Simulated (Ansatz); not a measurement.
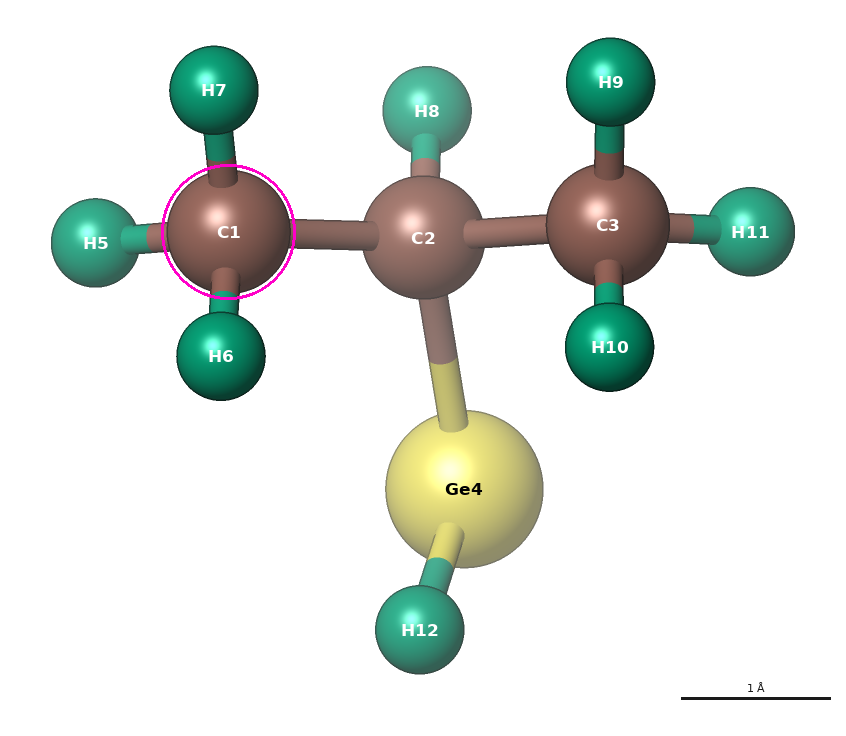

Orthographic view. Atoms fade into the background with distance from the viewer. Computed geometry: PBE-D4/def2-SVP optimisation. No frequency run is at hand to confirm it as a minimum.

Name the neighbours of the circled atom.

The circled atom is C1; it is bonded to C2, H5, H6, H7.

What is the shortest path along bonds from the circled atom to H9?

C1–C2–C3–H9, 3 bonds; through space the two are 2.84 Å apart.

Which two atoms are farthest apart in space?

H5 and H11, 4.40 Å.

Of C2 and H8, which is nearer the viewer?

C2; the bond to H8 points away from the viewer, so it looks shorter than its 1.11 Å.
